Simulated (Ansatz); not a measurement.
# NH4 (doublet): correlated methods under varied settings at distance N1–H4 along a hydrogen transfer = 1.085 Å

What do other methods and options give for NH4 (doublet) at this geometry, and how long do they take?

Program: Ansatz 0.2.0, Gaussian basis. Level of theory: the settings change from run to run. These are calculated values, not measurements.

5 further runs of the same task are left out: 5 that didn't finish.

## 1. The system

The geometry derives from fragments relaxed apart (PBE0/def2-TZVP) and kept rigid, so it is no stationary point. A hydrogen atom is moved between rigid fragments.

5 atoms, charge 0, spin multiplicity 2.

Atoms are counted from 1 here; the program's logs count them from 0.

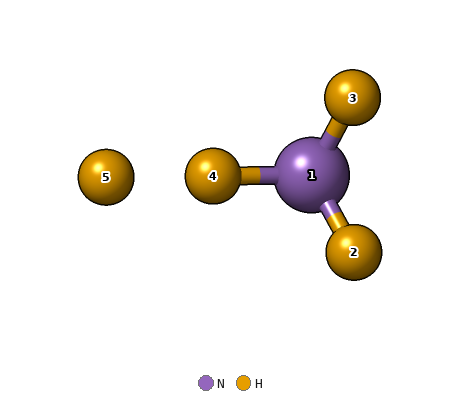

The geometry (nitrogen purple, hydrogen amber); atoms are numbered from 1 in the order of the file.

## 2. CISD/cc-pVDZ

Input file in.yaml:

```yaml
crystal:
  periodic: [false, false, false]
  atoms:
    - {symbol: N, position_ang: [-0.153911, -0.031601, -0.049186]}
    - {symbol: H, position_ang: [-0.451190, 0.936233, -0.049186]}
    - {symbol: H, position_ang: [-0.451190, -0.433900, 0.831073]}
    - {symbol: H, position_ang: [0.931089, -0.031600, -0.049187]}
    - {symbol: H, position_ang: [2.110089, -0.031600, -0.049187]}
basis:
  gaussian: {orbitals: cc-pVDZ}
magnetization: {spin_polarized: false, initial_magnetization: 1}
correlation: {active_space: {ras: {orbitals: [4, 1, 28], electrons: 9, max_holes: 2, max_particles: 2}, fixed_orbitals: true}}
```

The run is started by

```bash
$ ansatz run in.yaml --threads 1 --pin off --events-out ev --progress --plain --max-ram 2393MiB
```

Output:

```text
Functional definition: HF
  name "HF"
  cite "Fock, Z. Phys. 61, 126 (1930) doi:10.1007/BF01340294"
  parent pbe
  exchange = exact_x
  correlation = 0
308 factors; integrals over basis functions are off by at most 1.2e-3 eV
mean field evaluation 1: about -1540.1092 eV, gradient 2.5e1 eV
mean field evaluation 2: about -1540.1091 eV, gradient 2.5e1 eV
mean field evaluation 4: about -1541.8860 eV, gradient 3.3e0 eV
mean field evaluation 8: about -1542.0034 eV, gradient 7.6e-2 eV
mean field -1542.00341799 eV, -56.6675804035 hartree, gradient 2.8e-6 eV, S^2 0.750000; 0 other end points of the search recorded, 0 dependent functions left out
reference -1542.00341799 eV, -56.6675804035 hartree; 6, 5 occupied and 28, 29 virtual orbitals, 308 factors
state -1547.54966397 eV, -56.8714011840 hartree
Total energy: -1547.54966397 eV, -56.8714011840 hartree
```

Wall time 0.87 s (1 thread of AMD EPYC 7R43, shared host).

From the report: 17,024 determinants.

## 3. MP2 on ROHF/6-31G

in.yaml: that of step 2 with these lines changed.

```diff
@@ -9,4 +9,4 @@
 basis:
-  gaussian: {orbitals: cc-pVDZ}
+  gaussian: {orbitals: 6-31G}
 magnetization: {spin_polarized: false, initial_magnetization: 1}
-correlation: {active_space: {ras: {orbitals: [4, 1, 28], electrons: 9, max_holes: 2, max_particles: 2}, fixed_orbitals: true}}
+correlation: {method: mp2, electrons: outside_noble_gas}
```

Same command.

Output:

```text
Functional definition: HF
  name "HF"
  cite "Fock, Z. Phys. 61, 126 (1930) doi:10.1007/BF01340294"
  parent pbe
  exchange = exact_x
  correlation = 0
260 factors; integrals over basis functions are off by at most 4.2e-4 eV
mean field evaluation 1: about -1539.2815 eV, gradient 2.4e1 eV
mean field evaluation 2: about -1539.2798 eV, gradient 2.4e1 eV
mean field evaluation 4: about -1540.9335 eV, gradient 3.2e0 eV
mean field evaluation 8: about -1541.0330 eV, gradient 3.1e-4 eV
mean field -1541.03296922 eV, -56.6319170693 hartree, gradient 2.2e-6 eV, S^2 0.750000; 0 other end points of the search recorded, 0 dependent functions left out
mean field evaluation 16: about -1541.0373 eV, gradient 2.2e0 eV
1 core orbitals not correlated: weight in the atoms' cores, before any rotation towards them, 1.000 or more for the frozen orbitals, at most 0.000 for the correlated occupied ones
reference -1541.03296922 eV, -56.6319170693 hartree; 5, 4 occupied and 11, 12 virtual orbitals, 260 factors
second order -3.29133134 eV of doubles, -0.03558176 eV of singles
Total energy: -1544.35988232 eV, -56.7541788707 hartree
```

Wall time 0.15 s (1 thread of AMD EPYC 7R43, shared host).

## 4. HF/def2-mTZVP

in.yaml: that of step 3 with these lines changed.

```diff
@@ -9,4 +9,5 @@
 basis:
-  gaussian: {orbitals: 6-31G}
+  gaussian: {orbitals: def2-mTZVP}
 magnetization: {spin_polarized: false, initial_magnetization: 1}
-correlation: {method: mp2, electrons: outside_noble_gas}
+hamiltonian: {xc: hf}
+output: {orbitals: {seedname: orbitals}}
```

Launched as before.

Output:

```text
Functional definition: HF
  name "HF"
  cite "Fock, Z. Phys. 61, 126 (1930) doi:10.1007/BF01340294"
  parent pbe
  exchange = exact_x
  correlation = 0
301 factors; integrals over basis functions are off by at most 1.1e-3 eV
mean field evaluation 1: about -1539.9417 eV, gradient 2.9e1 eV
mean field evaluation 2: about -1539.9423 eV, gradient 2.9e1 eV
mean field evaluation 4: about -1542.1785 eV, gradient 3.6e0 eV
mean field evaluation 8: about -1542.3215 eV, gradient 8.9e-2 eV
mean field -1542.32156701 eV, -56.6792721646 hartree, gradient 9.2e-6 eV, S^2 0.750000; 0 other end points of the search recorded, 0 dependent functions left out
reference -1542.32156701 eV, -56.6792721646 hartree; 6, 5 occupied and 25, 26 virtual orbitals, 301 factors
Total energy: -1542.32156701 eV, -56.6792721646 hartree
```

Run time: 0.18 s. Hardware: 1 thread of AMD EPYC 7R43, shared host.

## 5. CCSDT/def2-SVP

in.yaml: that of step 4 with these lines changed.

```diff
@@ -9,5 +9,5 @@
 basis:
-  gaussian: {orbitals: def2-mTZVP}
-magnetization: {spin_polarized: false, initial_magnetization: 1}
-hamiltonian: {xc: hf}
-output: {orbitals: {seedname: orbitals}}
+  gaussian: {orbitals: def2-SVP, point_charges: [{charge: -0.50, position_ang: [5.033, 0.764, 0.689]}]}
+magnetization: {spin_polarized: true, initial_magnetization: 1}
+hamiltonian: {xc: {name: B3LYP}}
+correlation: {method: ccsdt, electrons: outside_noble_gas, diis_vectors: 12}
```

Launched as before.

Output, shortened:

```text
Functional definition: B3LYP
  name "B3LYP"
  cite "Stephens, Devlin, Chabalowski & Frisch, J. Phys. Chem. 98, 11623 (1994) doi:10.1021/j100096a001"
  cite "Becke, Phys. Rev. A 38, 3098 (1988) doi:10.1103/PhysRevA.38.3098"
  cite "Lee, Yang & Parr, Phys. Rev. B 37, 785 (1988) doi:10.1103/PhysRevB.37.785"
  cite "Vosko, Wilk & Nusair, Can. J. Phys. 58, 1200 (1980) doi:10.1139/p80-159"
[...]
628 factors; integrals over basis functions are off by at most 2.1e-7 eV
[...]
mean field -1551.17178622 eV, -57.0045117215 hartree, gradient 2.1e-6 eV, S^2 0.754295; 1 other end points of the search recorded, 0 dependent functions left out
1 core orbitals not correlated: weight in the atoms' cores, before any rotation towards them, 1.000 or more for the frozen orbitals, at most 0.000 for the correlated occupied ones
reference -1540.60144757 eV, -56.6160589409 hartree; 5, 4 occupied and 28, 29 virtual orbitals, 628 factors
second order -5.43896584 eV of doubles, -0.16867788 eV of singles
cycle   1  -5.77900367 eV  change   -1.7e-1 eV  update   5.1e-2
[...]
cycle  16  -6.08290457 eV  change   -2.1e-7 eV  update   4.8e-7
Total energy: -1546.68435214 eV, -56.8396015609 hartree
```

Run time: 8 s. Hardware: 1 thread of AMD EPYC 7R43, shared host.

From the report: ⟨S²⟩ of the determinant 0.754 (pure doublet: 0.75); correlation -6.0829 eV; T1 0.019; largest double amplitude 0.04. The orbitals are Kohn-Sham ones, so correlation energy and T1 don't compare with those on Hartree-Fock orbitals.

## 6. The runs in one table

Where basis and cores are those of an earlier FCI/6-31G run (-1544.8176 eV), and the state is the same kind, the miss against it is given.

| level | correlated | functions | energy (eV) | from FCI (meV) | time |
| --- | --- | --- | --- | --- | --- |
| CISD/cc-pVDZ | outside noble gas | 34 | -1547.5497 |  | 0.87 s |
| MP2 on ROHF/6-31G | outside noble gas | 17 | -1544.3599 | 457.7 | 0.15 s |
| HF/def2-mTZVP |  | 31 | -1542.3216 |  | 0.18 s |
| CCSDT/def2-SVP (beside a point charge, on B3LYP orbitals) | outside noble gas | 34 | -1546.6844 |  | 8 s |

## 7. Summary of results

```
quantity                                                           value
    runs                                                               4
quickest                                       MP2 on ROHF/6-31G, 0.15 s
 slowest  CCSDT/def2-SVP (beside a point charge, on B3LYP orbitals), 8 s
```

In words: Total energies in different bases, with other cores or another treatment of relativity can't be set against each other. CCSDT/def2-SVP (beside a point charge, on B3LYP orbitals) took 54 times as long as MP2 on ROHF/6-31G; the jobs differ in more than the method.
